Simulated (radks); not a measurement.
# Hf²⁺ in [Xe] 4f14 5d2: an all-electron calculation

Aim: the levels, the sizes of the orbitals and the parts of the energy of the hafnium ion Hf2+.

The numbers are computed with radks (a radial shooting solver on a logarithmic mesh, Libxc functionals) version 1 (scalar-relativistic Kohn-Sham, PBE, spin-polarised, spherical densities, point nucleus; open shells are filled with parallel spins first), except any that are marked as measured or tabulated.

## Step 1: Starting point

- element: hafnium (Z = 72)
- charge: +2
- electrons: 70
- configuration: [Xe] 4f14 5d2

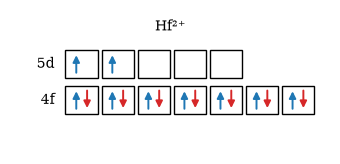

The shells outside the core, filled by Hund's rule for the drawing.

In the logs a row gives level, spin channel, occupation and eigenvalue; Etot, Ekin, Encl (electron-nucleus), Eh (Hartree) and Exc are energies, all in hartree; err is the last residual, it the number of iterations.

## Step 2: The calculation

Input:

```text
Z 72
configuration [Xe] 4f14 5d2
relativity scalar-relativistic
functional pbe,pbe
spin polarised
nucleus point
c 137.035999084
```

Launch:

```bash
$ python run_ks.py task.json out
```

The same process makes all the runs of this session.

Log:

```text
1s      1   1.0000       -2399.86091640
2s      1   1.0000        -410.87556825
2p      1   3.0000        -360.81049452
3s      1   1.0000         -94.04439254
3p      1   3.0000         -79.09027285
3d      1   5.0000         -61.40292305
4s      1   1.0000         -19.38765959
4p      1   3.0000         -14.48261297
4d      1   5.0000          -8.14677908
4f      1   7.0000          -1.17258121
5s      1   1.0000          -3.02682515
5p      1   3.0000          -1.87673161
5d      1   2.0000          -0.63694156
1s      2   1.0000       -2399.86113575
2s      2   1.0000        -410.87310027
2p      2   3.0000        -360.80859202
3s      2   1.0000         -94.04430293
3p      2   3.0000         -79.09007281
3d      2   5.0000         -61.40174010
4s      2   1.0000         -19.38639690
4p      2   3.0000         -14.48151783
4d      2   5.0000          -8.14529653
4f      2   7.0000          -1.16585226
5s      2   1.0000          -2.99873147
5p      2   3.0000          -1.83625057
5d      2   0.0000          -0.58007856
Etot -15077.430129028895
Ekin 16522.50875686333
Encl -37159.89102251451
Eh 5867.21711561635
Exc -307.26497899406803
err 3.627689217421485e-09
it 16
```

Wall time 0.3 s (1 thread of Arm Neoverse V2, shared host); peak memory 0.24 GiB.

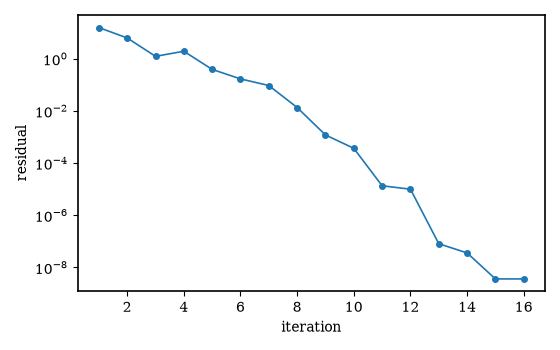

Residual of the self-consistent cycle.

## Step 3: Shells

Radial moments (bohr):

| level | occupation | energy (eV) | <r> | outermost maximum (interpolated) | 90 % within | nodes |
| --- | --- | --- | --- | --- | --- | --- |
| 1s down | 1 | -65304 | 0.01898 | 0.0119 | 0.0345 | 0 |
| 1s up | 1 | -65304 | 0.01898 | 0.0119 | 0.0345 | 0 |
| 2s up | 1 | -11180.5 | 0.08037 | 0.0681 | 0.125 | 1 |
| 2s down | 1 | -11180.4 | 0.08037 | 0.0681 | 0.125 | 1 |
| 2p up | 3 | -9818.2 | 0.07172 | 0.0557 | 0.117 | 0 |
| 2p down | 3 | -9818.1 | 0.07172 | 0.0557 | 0.117 | 0 |
| 3s up | 1 | -2559.1 | 0.2086 | 0.192 | 0.306 | 2 |
| 3s down | 1 | -2559.1 | 0.2086 | 0.192 | 0.306 | 2 |
| 3p up | 3 | -2152.2 | 0.2085 | 0.190 | 0.312 | 1 |
| 3p down | 3 | -2152.2 | 0.2085 | 0.190 | 0.312 | 1 |
| 3d up | 5 | -1670.9 | 0.1890 | 0.155 | 0.293 | 0 |
| 3d down | 5 | -1670.8 | 0.1890 | 0.155 | 0.293 | 0 |
| 4s up | 1 | -527.57 | 0.4682 | 0.437 | 0.672 | 3 |
| 4s down | 1 | -527.53 | 0.4682 | 0.437 | 0.672 | 3 |
| 4p up | 3 | -394.09 | 0.4976 | 0.458 | 0.724 | 2 |
| 4p down | 3 | -394.06 | 0.4976 | 0.458 | 0.724 | 2 |
| 4d up | 5 | -221.69 | 0.5352 | 0.471 | 0.804 | 1 |
| 4d down | 5 | -221.64 | 0.5351 | 0.471 | 0.804 | 1 |
| 5s up | 1 | -82.364 | 1.137 | 1.02 | 1.64 | 4 |
| 5s down | 1 | -81.600 | 1.132 | 1.01 | 1.63 | 4 |
| 5p up | 3 | -51.068 | 1.343 | 1.16 | 1.97 | 3 |
| 5p down | 3 | -49.967 | 1.333 | 1.16 | 1.96 | 3 |
| 4f up | 7 | -31.908 | 0.6790 | 0.455 | 1.15 | 0 |
| 4f down | 7 | -31.724 | 0.6737 | 0.455 | 1.14 | 0 |
| 5d up | 2 | -17.332 | 2.105 | 1.64 | 3.28 | 2 |
| 5d down | 0 | -15.785 | 2.099 | 1.63 | 3.27 | 2 |

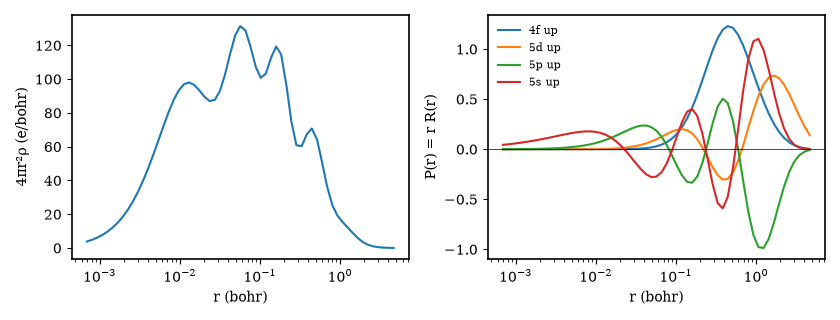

Left: shells in the radial density. Right: radial functions of the outer levels.

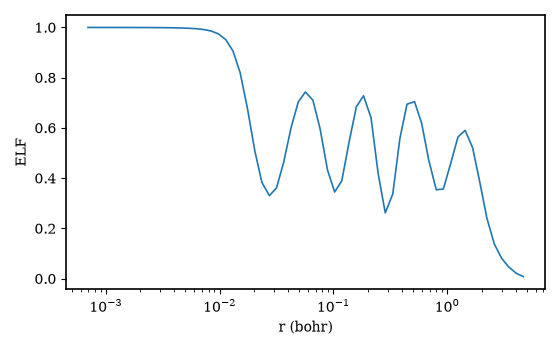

Electron localisation function against radius.

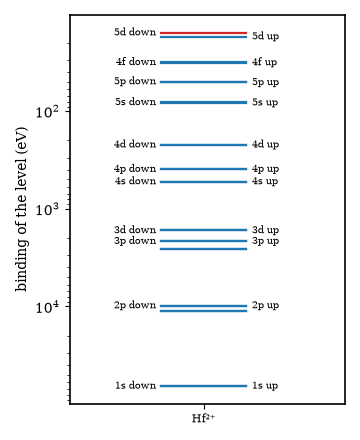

Level scheme on a logarithmic scale; filled levels blue, empty ones red.

Radial Coulomb (F) and exchange (G) integrals, eV:

| integral | shells | value |
| --- | --- | --- |
| F0 | 5d, 5d | 11.727 |
| F2 | 5d, 5d | 6.002 |
| F4 | 5d, 5d | 3.914 |
| F0 | 5d, 4f | 15.276 |
| F2 | 5d, 4f | 3.361 |
| F4 | 5d, 4f | 1.571 |
| G1 | 5d, 4f | 1.486 |
| G3 | 5d, 4f | 1.196 |
| G5 | 5d, 4f | 0.907 |
| F0 | 5d, 5p | 13.909 |

X-ray form factor f at sin θ/λ (1/Å): 0.05: 69.28, 0.15: 64.38, 0.25: 57.48, 0.4: 47.57, 0.6: 37.42, 1: 24.49, 1.5: 16.96.

## Step 4: What came out

```
                        quantity                   value
                    total energy     -15077.4301 hartree
exchange-correlation share of it                  2.04 %
                            −T/E                  1.0958
          highest occupied level       5d up, -17.332 eV
    most extended occupied level  5d up, <r> = 2.10 bohr
 radius at density 0.001 e/bohr³               3.70 bohr
    maxima of the radial density                       4
         ionisation energy, NIST       22.55 (theory) eV
```

**Reading.** 5 principal shells are occupied and 4 maxima appear in the radial density; where shells overlap, one shows as a shoulder or not at all. −T/E is 1.096: with relativity the kinetic term as defined here no longer equals −E. Minus the highest eigenvalue, 17.332 eV, is 77 % of the tabulated ionisation energy (22.55 eV); the potential of a semilocal functional falls off too fast, so its top eigenvalue is too shallow. Open shells are spherical and high-spin; term and fine-structure splittings are not resolved. Spin-orbit splitting is averaged out at the scalar-relativistic level.
